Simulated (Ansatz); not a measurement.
## CoSi (FeSi type, space group P2_13): energy against volume

CoSi (FeSi type, space group P2_13)

```
CoSi
1.0
    4.38574     0.00000     0.00000
    0.00000     4.38574     0.00000
    0.00000     0.00000     4.38574
Co Si
4 4
Direct
  0.14563   0.14563   0.14563
  0.64563   0.35437   0.85437
  0.85437   0.64563   0.35437
  0.35437   0.85437   0.64563
  0.84329   0.84329   0.84329
  0.34329   0.65671   0.15671
  0.15671   0.34329   0.65671
  0.65671   0.15671   0.34329
```

E(V) scan at fixed shape, V₀ the volume above. The atoms relax within the cell's symmetry.

These are PBEsol (plane waves to 420 eV, PAW, scalar-relativistic; Ansatz, an electronic-structure program) values and carry that method's errors. k mesh 11×11×11 (Γ-centred), Fermi-Dirac smearing 0.05 eV. E stands for the smeared free energy. Compression counts positive. At this level the bands of CoSi touch or barely overlap. CoSi is run without spin polarisation. CoSi was relaxed with its symmetry unable to fall. ΔE is measured from the relaxed starting cell.

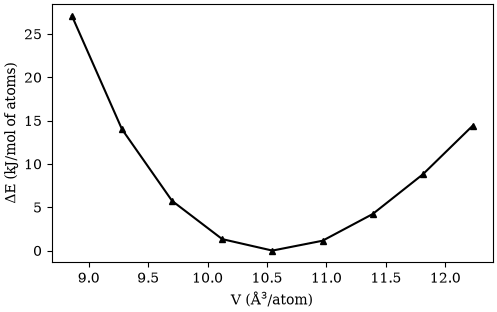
Fig. 1. ΔE (kJ/mol of atoms) against V (Å³/atom); computed points joined by lines.

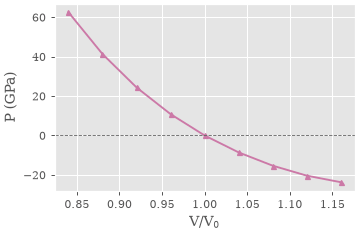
*P (GPa) against V/V₀; one marker a computed point.*

The equilibrium volume of the fit comes out as 10.55 Å³/atom, the pressure derivative B₀′ (fit) comes out as 4.8 and the bulk modulus B₀ (third-order Birch-Murnaghan fit) comes out as 237 GPa. The energy cost of the largest expansion is 150 meV/atom. The energy cost of the largest compression is 281 meV/atom.

Check by three points about V = 10.545 Å³/atom, step 0.844: d²E/dV² ≈ (59 − 2·0 + 44) meV / 0.844² = 0.145 eV/Å⁶, and V·d²E/dV² × 160.2 = 245 GPa.

(A scan under strain: stresses follow from slopes of the energy per volume, elastic moduli from its curvatures.)
